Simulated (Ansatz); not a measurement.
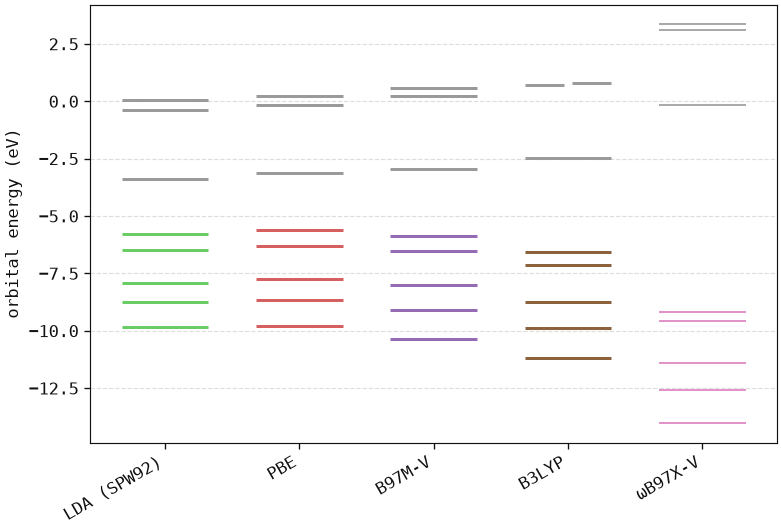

Frontier orbital energies of C₃H₄OS (thiono tautomer), SMILES C=CC(O)=S at one geometry, def2-TZVPP, the Ansatz code, at a PBE0-D4/def2-TZVP geometry (a minimum by its frequencies). Empty levels are grey, levels within 0.1 eV stand side by side; all columns show the same few orbitals around the gap.

### Compare the HOMO-LUMO separations.

The separation grows from 2.40 eV (LDA (SPW92)) to 9.00 eV (ωB97X-V).

```tsv
level	HOMO (eV)	LUMO (eV)	separation (eV)
LDA (SPW92)	−5.77	−3.37	2.40
PBE	−5.59	−3.14	2.45
B97M-V	−5.85	−2.97	2.88
B3LYP	−6.56	−2.49	4.07
ωB97X-V	−9.16	−0.16	9.00
```

Caveats, for all or some of the runs: empty levels above zero depend strongly on the basis; one conformer of a flexible molecule.
